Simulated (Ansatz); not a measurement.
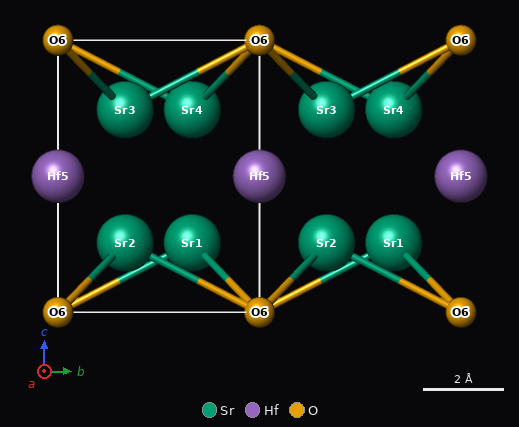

A crystal of Sr4HfO (a generated structure, set up in P6/mmm), before the relaxation. The picture is a ball-and-stick view of the cell of the calculation, repeated 1 × 2 × 1 with one cell outlined, seen along the a axis.

Method: DFT PBE, scalar-relativistic, plane waves, PAW (Ansatz).

Input file:
```yaml
crystal:
  lattice:
    - [5.8534314971, 0.0, 0.0]
    - [-2.9267157485, 5.0692203758, 0.0]
    - [0.0, 0.0, 6.8465502947]
  atoms:
    - { symbol: Sr, position: [0.3333333333, 0.6666666667, 0.2555277864] }
    - { symbol: Sr, position: [0.6666666667, 0.3333333333, 0.2555277864] }
    - { symbol: Sr, position: [0.6666666667, 0.3333333333, 0.7444722136] }
    - { symbol: Sr, position: [0.3333333333, 0.6666666667, 0.7444722136] }
    - { symbol: Hf, position: [0.0, 0.0, 0.5] }
    - { symbol: O, position: [0.0, 0.0, 0.0] }
basis:
  ecutwfc: 420
kpoints:
  mp_grid: { grid: [6, 6, 6] }
hamiltonian:
  xc: pbe
scf:
  occupations: { method: gaussian, width: 0.1 }
output:
  forces: true
  stress: true
  eigenvalues: true
  write_density: true
  write_potential: true
  elf: true
  volumetric_format: npy
relax:
  adjacent_minimum: "off"
  f_tol: 0.01
  max_steps: 80
  cell: { stress_tol: 0.05 }
```

Command:
```bash
ansatz run input.yaml --threads 1 --pin off --max-ram 2560MiB --backend cpu --events-out ev --progress --plain --runs-dir out
```

What does the optimiser find from here?

Over 2 accepted moves (3 points after the start) the energy falls by 0.1 meV per atom. The largest force component goes from 0.002 to 0.002 eV/Å. Pressure: 0.01 GPa at the start and 0.00 GPa at the end. At 1 point the geometry stayed and the basis and grid were re-selected for the new cell (energy shift of less than 0.05 meV per atom at most each time). No atom moves by more than 0.005 Å relative to the cell. The volume changes by +0.1 %, with a = b 5.853 → 5.843 Å (−0.2 %), c 6.847 → 6.881 Å (+0.5 %). Near-neighbour distances that change, for instance: Sr1–Sr4 3.499 → 3.518 Å, Sr1–Sr4 (another image) 3.348 → 3.362 Å, Sr1–Sr2 3.379 → 3.374 Å. The space group stays P6/mmm (No. 191).

The structure at the end:

```xyz
6
Lattice="5.8431 0.0000 0.0000 -2.9216 5.0603 0.0000 0.0000 0.0000 6.8808" Properties=species:S:1:pos:R:3 pbc="T T T"
Sr    0.0000    3.3735    1.7592
Sr    2.9216    1.6868    1.7592
Sr    2.9216    1.6868    5.1216
Sr    0.0000    3.3735    5.1216
Hf    5.8431    0.0000    3.4404
O     5.8431    0.0000    0.0000
```
